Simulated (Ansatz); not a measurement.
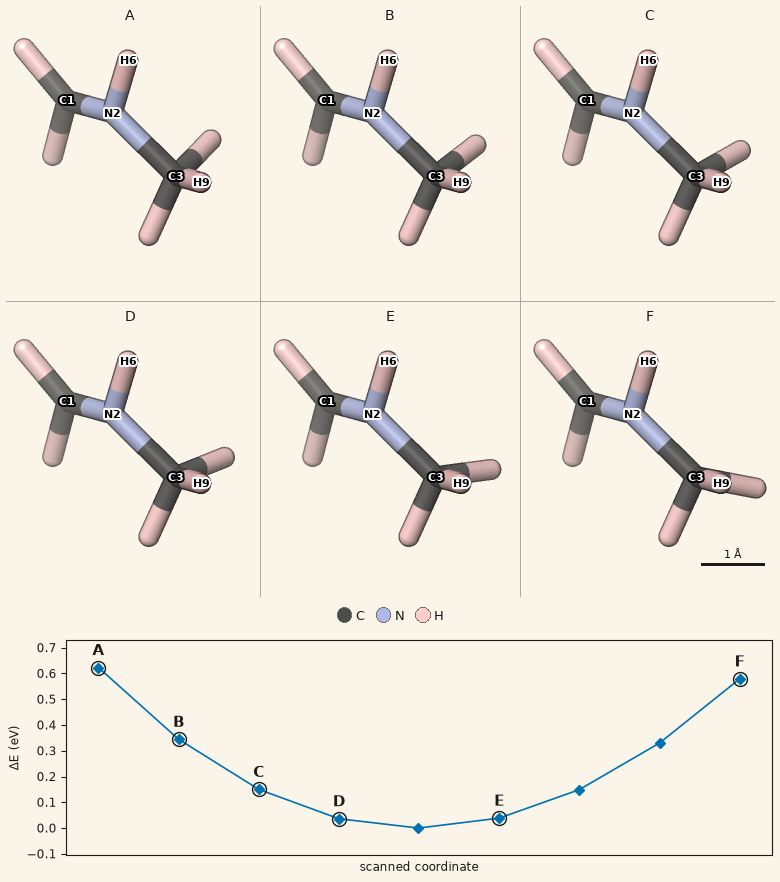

A scan of C2H6N (multiplicity 2) along one coordinate. The picture is a stick view, seen onto the plane of the angle, with a slight tilt.

Single-point energies from Ansatz with CCSD(T) in the def2-TZVPP basis, on geometries moved rigidly from the minimum at PBE0-D4/def2-TZVP. Coupled cluster with a frozen core. Energies are counted from the PBE0-D4/def2-TZVP minimum geometry at the same level.

Q: What is being scanned?

A: One H–C–N angle is varied, with the rest of the molecule carried along rigidly. In the frames the angle is 89.2° (A), 95.2° (B), 101.2° (C), 107.2° (D), 119.2° (E), 137.2° (F). Of the computed points the lowest is at the angle 113.2°, 0.000 eV. The curvature at the lowest point is about 6.8 eV/rad².
